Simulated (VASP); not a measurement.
Band structure of MgB₂ (AlB2 type). Calculation: SCAN meta-GGA, VASP's PBE PAW potentials (set 64) (plane waves; VASP).

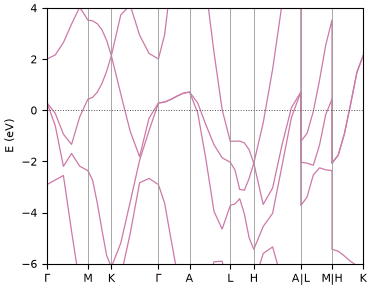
*Bands along high-symmetry lines, zero at the valence-band maximum or, without a gap, the Fermi level*

Question: Read the plot: is there a gap, and where are the band edges?

Answer: It has no gap at this level: it comes out as a metal or semimetal.

The compound is MgB2 in the AlB2 type structure. It was relaxed first.
